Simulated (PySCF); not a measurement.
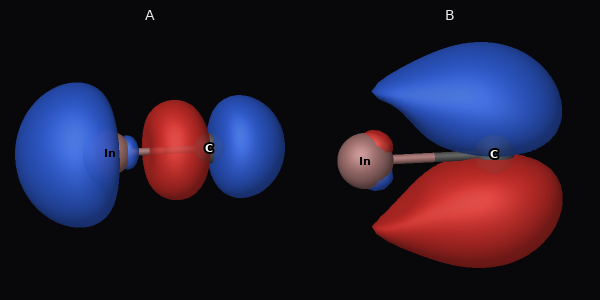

InC (quartet). Two frontier α-spin orbitals, each drawn at the value that holds 80 % of its norm (red and blue are the two phases), in no order; of a degenerate pair one member is drawn.

Core potentials replace the inner electrons of In.

All numbers below come from PySCF, PBE0/aug-cc-pVDZ(-PP), non-relativistic Hamiltonian with scalar-relativistic core potentials where named, at a bond length of 2.231 Å.

> Label each orbital by symmetry, say whether it is occupied, and order them by energy.

Orbital B: π, occupied in this spin, −6.45 eV; mainly on C (80 %).
Orbital A: σ, occupied in this spin, −6.14 eV; shared between the atoms (In 50 %, C 50 %).
